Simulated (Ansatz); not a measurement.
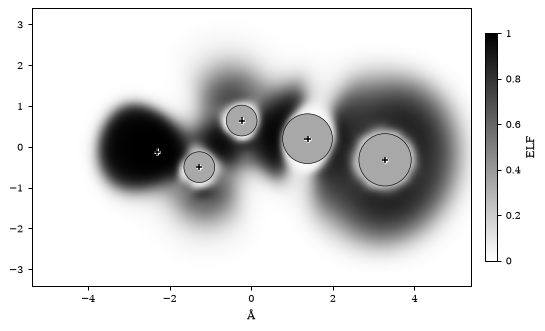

The ELF on a plane through atoms (crosses mark nuclei in the plane; grey discs cover the cores).

These are results of isolated molecule in a Gaussian basis; Kohn-Sham density functional theory, functional PBE0 in Ansatz, not measurements.

Candidates:
A. C2H5BeBr (SMILES C[CH2][Be][Br])
B. BOSn (SMILES [B]=[Sn]=[O]) (doublet)
C. BH5O2Si (SMILES OBO[SiH3])

Question: Which system is this?

Answer: Candidate A: C2H5BeBr on the plane of atoms C1, C2 and Be3, which holds C, Be, Br and H. C–C (1.54 Å): the ELF peaks at about 0.95 between the atoms; a covalent bond. C–Be (1.67 Å): the ELF peaks at about 0.95 between the atoms; a polar covalent bond.
